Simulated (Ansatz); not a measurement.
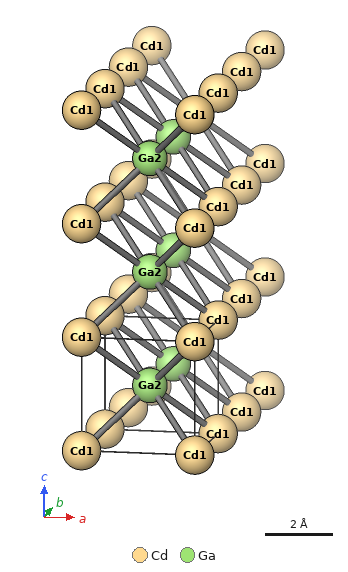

This is the input geometry for a relaxation of a crystal of CdGa (built on the caesium chloride_221 type). The picture is a ball-and-stick view of the cell of the calculation, repeated 1 × 3 × 3 with one cell outlined, seen slightly off an axis.

Case: caesium chloride type (Pm-3m, No. 221).

Computed with DFT PBE, scalar-relativistic, plane waves, PAW in Ansatz.

Input
```yaml
crystal:
  lattice:
    - [3.4910012612, 0.0, 0.0]
    - [0.0, 3.4910012612, 0.0]
    - [0.0, 0.0, 3.4910012612]
  atoms:
    - { symbol: Cd, position: [0.0, 0.0, 0.0] }
    - { symbol: Ga, position: [0.5, 0.5, 0.5] }
basis:
  ecutwfc: 420
kpoints:
  mp_grid: { grid: [16, 16, 16] }
hamiltonian:
  xc: pbe
scf:
  occupations: { method: gaussian, width: 0.1 }
output:
  forces: true
  stress: true
  eigenvalues: true
relax:
  adjacent_minimum: "off"
  f_tol: 0.01
  max_steps: 80
  cell: { stress_tol: 0.05 }
```

Launched with:
```bash
ansatz run input.yaml --threads 1 --pin off --max-ram 2560MiB --backend cpu --events-out ev --progress --plain --runs-dir out
```

Question: Where does the relaxation end?

Answer: After 1 accepted move (2 points after the start) the energy has fallen by 1.5 meV per atom. All forces vanish by symmetry, so only the cell relaxes. Pressure: 1.02 GPa at the start and −0.02 GPa at the end. The SCF was repeated once at an unchanged geometry on a basis and grid sized afresh for the cell, which shifted the energy by 0.2 meV per atom at most. No atom moves by more than 0.005 Å relative to the cell. The volume changes by +2.3 %, with a = b = c 3.491 → 3.517 Å (+0.7 %). Near-neighbour distances that change, for instance: Cd1–Ga2 3.023 → 3.046 Å. The space group stays Pm-3m (No. 221).

Step by step:

```
step  E − E(0), meV/atom  pressure, GPa  volume, Å³/atom                      note
   0                0.00           1.02           21.273                          
   1               -1.31          -0.02           21.755                          
   2               -1.46          -0.02           21.755  same geometry, new basis
```

The structure at the end:

```
CELL_PARAMETERS angstrom
3.51718 0.00000 0.00000
0.00000 3.51718 0.00000
0.00000 0.00000 3.51718
ATOMIC_POSITIONS crystal
Cd 0.00000 0.00000 0.00000
Ga 0.50000 0.50000 0.50000
```
